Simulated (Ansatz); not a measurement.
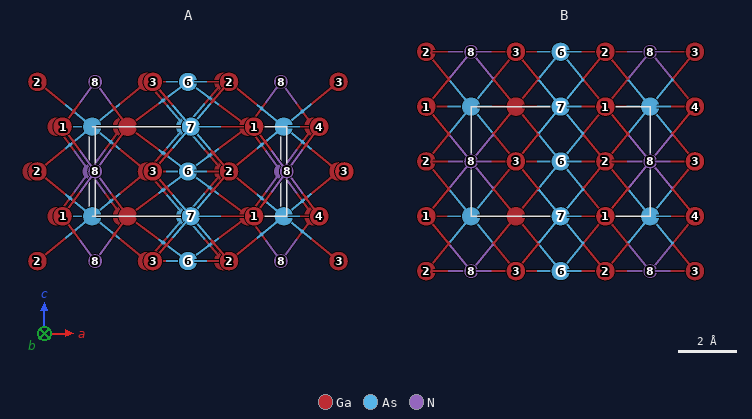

Two geometries of crystalline Ga4As3N (a generated structure, set up in Cmmm) (coarse preliminary run), drawn at one scale. One is the start of a relaxation, the other its converged end. Style: ball-and-stick. Shown: the cell of the calculation, along the b axis.

Level of theory: DFT PBE, scalar-relativistic, plane waves, PAW in Ansatz 0.2.0. Settings: plane-wave cutoff 420 eV; k-point mesh 4 × 4 × 4; occupations gaussian; smearing width 0.1 eV; no spin polarisation; cell and atoms relaxed; force threshold 0.04 eV/Å; at most 70 steps.

### Which one is relaxed?

Structure A is the relaxed one. After 16 accepted moves (19 points after the start) the energy has fallen by 231 meV per atom. The largest force component goes from 1.4 to 0.011 eV/Å. Pressure: −6.20 GPa at the start and 0.05 GPa at the end. The line search rejected the trial steps at points 8, 9 of the run. The SCF was repeated once at an unchanged geometry on a basis and grid sized afresh for the cell, which shifted the energy by 1.7 meV per atom at most. The largest moves relative to the cell, 0.59 Å, are those of Ga atoms. As and N stay in place. The drawn cell changes as follows: a = b 6.594 → 7.129 Å (+8.1 %), c 3.807 → 3.111 Å (−18.3 %), γ 109.5° → 112.7°; the volume changes by −6.6 %. Among the contacts that change: Ga–N 2.692 → 3.467 Å, As–As 3.807 → 3.111 Å, Ga–N 2.692 → 2.083 Å, As–Ga 2.692 → 3.026 Å. Bond angles that change, for instance: As–Ga–As 90.0° → 62.5°, Ga–As–Ga 90.0° → 62.5°, Ga–As–Ga 90.0° → 117.5°. The space group stays Cmmm (No. 65). The run took 4.5 min on 1 thread of Intel(R) Xeon(R) Platinum 8488C (Sapphire Rapids) (shared host), peak memory 0.57 GiB.

Limits of the set-up: the k-point mesh is coarse for a cell with partly filled bands.
